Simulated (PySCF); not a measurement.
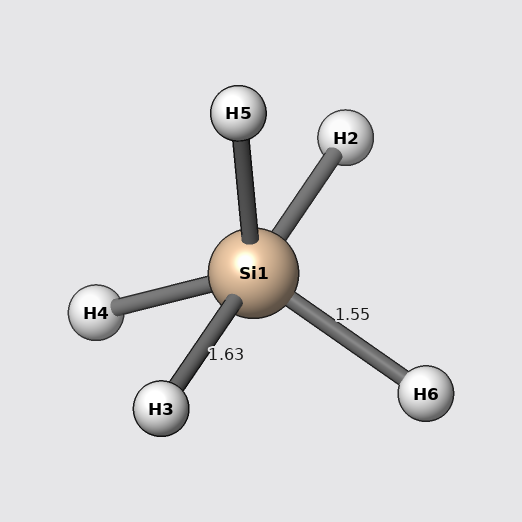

Bond lengths are marked in Å; every bond is drawn as one stick. Charge −1, singlet. The geometry was computed by an optimisation with PBE0-D3(BJ)/def2-SVP. No frequency run is at hand to confirm it as a minimum.

Which of the marked bonds are single, double, triple or aromatic?

Si1–H3 single; Si1–H6 single. This is one Lewis structure.

Give the structure as SMILES.

[SiH5-]
